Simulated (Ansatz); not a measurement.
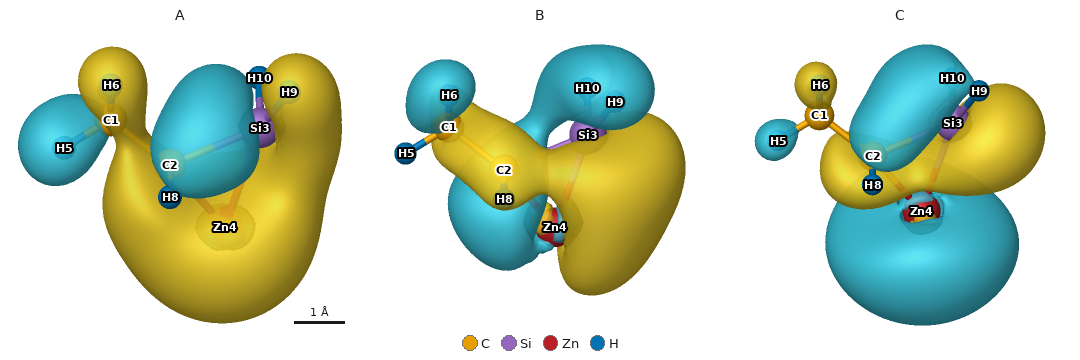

The picture shows: C$_{2}$H$_{6}$SiZn (SMILES C[CH]1[SiH2][Zn]1). Three frontier orbitals at ±0.06 Å⁻³ᐟ² (yellow and cyan are the two phases), in no order.

Computed with RKS BHLYP-D4/def2-SVP (Ansatz 0.2.0).

Input

```
crystal:
  periodic: [false, false, false]
  atoms:
    - { symbol: C, position_ang: [-0.7725, 0.8851, -0.1068] }
    - { symbol: C, position_ang: [-0.3923, -0.5233, -0.2703] }
    - { symbol: Si, position_ang: [-0.42009, -0.96512, -2.05764] }
    - { symbol: Zn, position_ang: [-0.78521, -2.40352, -0.01704] }
    - { symbol: H, position_ang: [-0.8415, 1.2118, 0.9363] }
    - { symbol: H, position_ang: [-0.1243, 1.6124, -0.6706] }
    - { symbol: H, position_ang: [-1.8117, 1.0564, -0.5398] }
    - { symbol: H, position_ang: [0.59193, -0.70521, 0.10432] }
    - { symbol: H, position_ang: [0.41715, 0.02166, -2.87477] }
    - { symbol: H, position_ang: [-1.78981, -0.92421, -2.59812] }
basis:
  gaussian: { orbitals: def2-SVP }
hamiltonian:
  xc: { name: BHLYP }
  dispersion: d4
relax:
  f_tol: 0.015
  max_steps: 40
output:
  orbitals: {}
```

Launched as:

```sh
ansatz run input.yaml --threads 2 --pin off --max-ram 3072MiB --backend cpu --events-out ev --progress --plain --runs-dir out
```

The fields are those of the relaxed geometry.

> Order the three orbitals by energy and name them.

A is the HOMO−1 (−7.56 eV). Its weight (Hirshfeld) is mainly on Zn4 (about 35 %), C2 (about 30 %), Si3 (about 20 %) and C1 (about 5 %). B is the HOMO (−6.00 eV). By Hirshfeld shares it lies mainly on Si3 (about 35 %), Zn4 (about 25 %) and C2 (about 20 %). C is the LUMO (−1.93 eV). Its weight (Hirshfeld) is mainly on Zn4 (about 60 %), Si3 (about 20 %) and C2 (about 10 %).

> What is the HOMO–LUMO gap?

4.07 eV between the orbital energies.
